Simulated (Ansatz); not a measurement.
# K3P (space group P6_3/mmc): energy against volume

K3P (space group P6_3/mmc)

```yaml
crystal:
  lattice:
    - [5.67456, 0.00000, 0.00000]
    - [-2.83728, 4.91432, 0.00000]
    - [0.00000, 0.00000, 10.03381]
  atoms:
    - { symbol: K, position: [0.33333, 0.66667, 0.58087] }
    - { symbol: K, position: [0.66667, 0.33333, 0.41913] }
    - { symbol: K, position: [0.66667, 0.33333, 0.08087] }
    - { symbol: K, position: [0.33333, 0.66667, 0.91913] }
    - { symbol: K, position: [0.00000, 0.00000, 0.75000] }
    - { symbol: K, position: [0.00000, 0.00000, 0.25000] }
    - { symbol: P, position: [0.66667, 0.33333, 0.75000] }
    - { symbol: P, position: [0.33333, 0.66667, 0.25000] }
```

This relaxed cell (volume V₀) is scaled evenly in all directions, its shape held. The atoms relax within the cell's symmetry.

Calculation: r2SCAN (plane waves to 500 eV, PAW, scalar-relativistic; Ansatz, an electronic-structure program). k mesh 7×7×4 (Γ-centred), Fermi-Dirac smearing 0.05 eV. E stands for the smeared free energy. Compression counts positive. With the shape held, the modulus is that of even scaling; a crystal free to change shape is softer. K3P was relaxed with its symmetry unable to fall. The zero of ΔE is the relaxed starting cell.

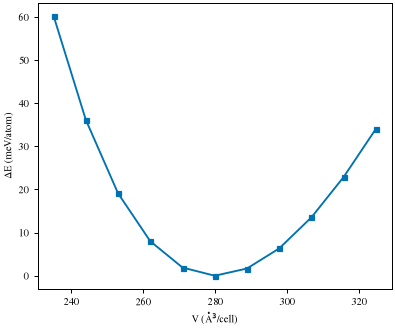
Figure: ΔE (meV/atom) against V (Å³/cell); markers are the computed points, lines only join them.

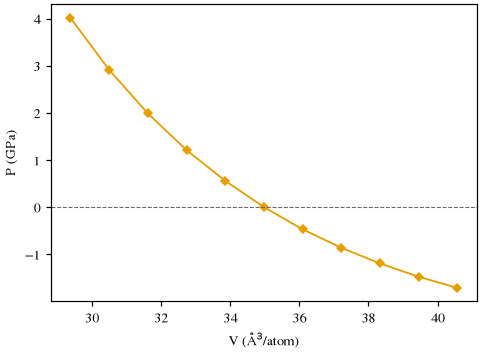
Fig. 1. P (GPa) against V (Å³/atom); markers are the computed points, lines only join them.

The bulk modulus at fixed cell shape B₀ (third-order Birch-Murnaghan fit) is 15.8 GPa and the energy cost of the largest compression comes out as 60.2 meV/atom. The pressure at the smallest volume is 4.01 GPa and the equilibrium volume of the fit is 34.98 Å³/atom. The pressure for 5 % compression (fit) is 0.9 GPa.

Check by three points about V = 34.976 Å³/atom, step 1.119: d²E/dV² ≈ (1.9 − 2·0.0 + 1.7) meV / 1.119² = 0.00287 eV/Å⁶, and V·d²E/dV² × 160.2 = 16.1 GPa.

(Under strain, the slope of the energy per volume gives the stress and its curvature an elastic modulus.)
